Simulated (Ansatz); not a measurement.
```
CELL_PARAMETERS angstrom
2.66242 -2.66242 0.00000
2.66242 2.66242 0.00000
0.00000 0.00000 5.42182
ATOMIC_POSITIONS crystal
C 0.00000 0.00000 0.00000
C 0.50000 0.50000 0.50000
Mg 0.00000 0.50000 0.25000
Mg 0.50000 0.00000 0.75000
Mg 0.50000 0.00000 0.25000
Mg 0.00000 0.50000 0.75000
```

Space group I4/mmm; started from the antifluorite prototype, which need not be the ambient phase; changed on purpose from its base cell (epitaxial xy strain -1.8%); computed pressure about 6 GPa in this cell.

All numbers below come from DFT, PBE, plane waves, PAW in Ansatz 0.2.0.

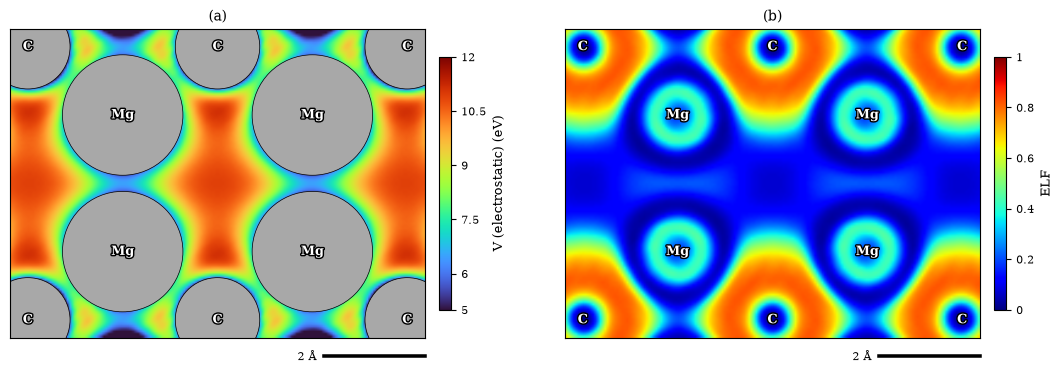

Mg$_{2}$C. (a) electrostatic potential (local pseudopotential plus Hartree) felt by an electron; (b) electron localisation function on the (100) plane of the conventional cell. Grey discs cover the atomic cores in the potential map.

In a PAW calculation such maps are meaningful between the atoms, not at the nuclei.

### What do the fields say about this system?

The section cuts through C and Mg sites.
Mg–C (2.32 Å): the ELF peaks at about 0.80 in the valence shell of C, 0.8 Å from its nucleus, and is about 0.60 at the midpoint.
Outside the cores the potential energy rises away from the atoms and is highest about 1.3 Å from the nearest atoms; its zero is arbitrary.
